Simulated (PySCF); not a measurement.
C₄H₈SSi₂

```json
{"atom": "C", "x (Å)": "-2.1446", "y (Å)": "0.5297", "z (Å)": "-0.7858"}
{"atom": "C", "x (Å)": "-2.5111", "y (Å)": "-0.7366", "z (Å)": "-0.6898"}
{"atom": "S", "x (Å)": "-1.9466", "y (Å)": "-1.9405", "z (Å)": "0.4480"}
{"atom": "Si", "x (Å)": "-0.6282", "y (Å)": "-0.8945", "z (Å)": "1.8153"}
{"atom": "C", "x (Å)": "0.8136", "y (Å)": "-0.2300", "z (Å)": "0.8731"}
{"atom": "C", "x (Å)": "1.7279", "y (Å)": "0.1976", "z (Å)": "0.2022"}
{"atom": "Si", "x (Å)": "3.1299", "y (Å)": "0.8485", "z (Å)": "-0.8190"}
{"atom": "H", "x (Å)": "-1.4089", "y (Å)": "0.9776", "z (Å)": "-0.1401"}
{"atom": "H", "x (Å)": "-2.5762", "y (Å)": "1.1641", "z (Å)": "-1.5408"}
{"atom": "H", "x (Å)": "-3.2414", "y (Å)": "-1.1685", "z (Å)": "-1.3578"}
{"atom": "H", "x (Å)": "-0.2414", "y (Å)": "-1.9588", "z (Å)": "2.7288"}
{"atom": "H", "x (Å)": "-1.3826", "y (Å)": "0.1909", "z (Å)": "2.4371"}
{"atom": "H", "x (Å)": "2.6327", "y (Å)": "1.0796", "z (Å)": "-2.1768"}
{"atom": "H", "x (Å)": "4.1977", "y (Å)": "-0.1532", "z (Å)": "-0.8109"}
{"atom": "H", "x (Å)": "3.5749", "y (Å)": "2.1021", "z (Å)": "-0.2053"}
```

Geometry: GFN2-xTB.

These are results of PBE0/pcSseg-1, SCF density, gas phase, non-relativistic in PySCF 2.14.0, not measurements.

**Predict the electron density and electron localisation function between the atoms.**

C–S (1.75 Å): the density is about 1.3 e/Å³ at the midpoint; the ELF peaks at about 0.90 between the atoms, as expected for a shared electron pair.
Si–S (2.17 Å): ρ is about 0.81 e/Å³ halfway; the ELF peaks at about 0.95 between the atoms, as expected for localised, covalent bonding.
C–H (1.08 Å): ρ at the midpoint is about 2 e/Å³; the ELF climbs to about 1 towards the hydrogen, as it does in any bond to H; an ordinary covalent bond to hydrogen.
C–C (1.32 Å): the density is about 2.3 e/Å³ at the midpoint; the ELF peaks at about 0.95 between the atoms: a short, multiple covalent bond.

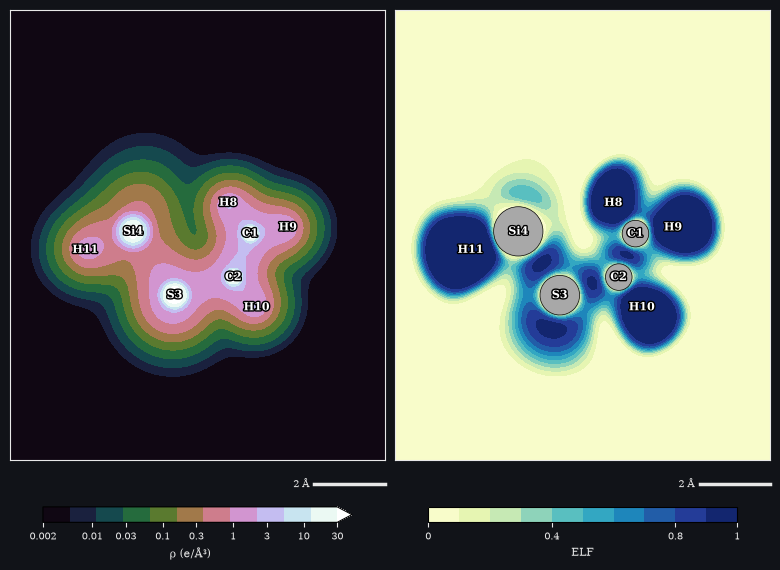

Computed electron density and electron localisation function on the plane of atoms C2, C1 and H9, in this order. Grey discs cover the atomic cores in the ELF map. 
